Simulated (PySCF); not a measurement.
**[S4]2− ([S4]2-): M06-2X/STO-3G**

What is the vertical singlet–triplet gap of [S4]2− ([S4]2-) at M06-2X/STO-3G? Input form: a Python script.

The results are computed with PySCF 2.14.0.

11 further runs of the same task are left out: 2 that didn't finish, 9 set aside as unsound or not needed.

### Step 1. The structure to begin with

[S4]2−: 4 atoms, total charge -2, spin state singlet. The coordinates come from a GFN2-xTB relaxation.

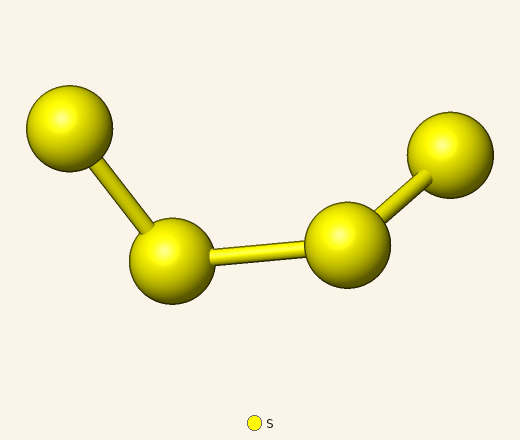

Viewed from a chosen angle; sulfur yellow.

### Step 2. A single-point energy at M06-2X/STO-3G

Input file run.py:

```python
from pyscf import gto, dft

mol = gto.M(
    atom='S -1.447470 0.791440 1.641580; S 0.409070 0.724090 0.917360; S 0.447450 0.225710 -1.132780; S 0.590950 -1.741240 -1.426160',
    max_memory=1860,
    verbose=3,
    basis='sto-3g',
    charge=-2,
)

calc0 = dft.RKS(mol)
calc0.xc = 'm06-2x'
calc0.conv_tol = 1e-10
calc0.grids.level = 5
calc0.kernel()
if not calc0.converged:
    calc0 = calc0.newton().run(calc0.mo_coeff, calc0.mo_occ)

e_tot = calc0.e_tot
print(f'total energy: {e_tot:.8f} hartree')
```

Launch:

```
$ OMP_NUM_THREADS=1 python run.py
```

The program printed:

```text
converged SCF energy = -1574.68900386361
total energy: -1574.68900386 hartree
```

It took 5.7 s on 1 thread of Intel Xeon Platinum 8375C at 2.90GHz (Ice Lake), shared host; peak memory 0.27 GiB.

### Step 3. The triplet, same level

Input file run.py:

```python
from pyscf import gto, dft

molecule = gto.M(
    atom='''
S     -2.735322     1.495605     3.102137
S      0.773030     1.368332     1.733559
S      0.845558     0.426530    -2.140644
S      1.116734    -3.290467    -2.695052
''',
    max_memory=1860,
    charge=-2,
    basis='sto-3g',
    verbose=3,
    unit='bohr',
    spin=2,
)

myscf = dft.UKS(molecule)
myscf.xc = 'm06-2x'
myscf.conv_tol = 1e-10
myscf.grids.level = 5
myscf.kernel()
if not myscf.converged:
    myscf = myscf.newton().run(myscf.mo_coeff, myscf.mo_occ)

e_final = myscf.e_tot
print('E = %.10f Eh' % e_final)
```

Launch:

```
$ OMP_NUM_THREADS=1 python run.py
```

The program printed:

```text
WARN: HOMO -0.0423370695304336 >= LUMO -0.231336181266937

WARN: HOMO 0.534844624335669 >= LUMO 0.523671811148959

WARN: HOMO 0.525745259242446 >= LUMO 0.522970184931081

WARN: HOMO 0.52443466462243 >= LUMO 0.522923714121843

WARN: HOMO 0.524125862169726 >= LUMO 0.522890390809191

WARN: HOMO 0.523987844793328 >= LUMO 0.522883809579024

WARN: HOMO 0.523904242869599 >= LUMO 0.52289493305711

WARN: HOMO 0.523896584074864 >= LUMO 0.522890825731356

WARN: HOMO 0.523894568858074 >= LUMO 0.522891182353876

WARN: HOMO 0.523893761917974 >= LUMO 0.522891628467448

WARN: HOMO 0.523893823584981 >= LUMO 0.522891630897563

WARN: HOMO 0.523893421907842 >= LUMO 0.522891654137535

WARN: HOMO 0.523893875280317 >= LUMO 0.52289167180196

WARN: HOMO 0.523893663674003 >= LUMO 0.522891647564885

converged SCF energy = -1574.54782614411  <S^2> = 2.0043409  2S+1 = 3.0028926
E = -1574.5478261441 Eh
```

Run time: 14 s. Hardware: 1 thread of Intel Xeon Platinum 8375C at 2.90GHz (Ice Lake), shared host; peak memory 0.28 GiB.

### Step 4. Outcome

At M06-2X/STO-3G:

```
                                                      quantity           value
                                         singlet: total energy  -1574.68900 Eh
                                          singlet: HOMO energy        10.50 eV
                                          singlet: LUMO energy        17.90 eV
singlet: HOMO–LUMO gap (to an unbound level, set by the basis)         7.40 eV
                                         triplet: total energy  -1574.54783 Eh
                   triplet: HOMO energy (highest over α and β)        14.26 eV
                                                 triplet: ⟨S²⟩           2.004
              vertical energy of the triplet above the singlet        3.842 eV
```

**Reading.** At this shape the triplet lies 3.84 eV (371 kJ/mol) above the singlet. For an anion a state so high probably lies above electron detachment. In a minimal basis such a difference can be off by several eV, whatever the method. Mulliken charges (singlet) run from -0.70 on S1 to -0.30 on S2. The HOMO (singlet) lies at positive energy, 10.50 eV; only total energies tell whether the electron is bound. Mulliken charges (triplet) run from -0.65 on S4 to -0.35 on S2; they depend strongly on the basis. The HOMO (triplet) lies at positive energy, 14.26 eV; only total energies tell whether the electron is bound.
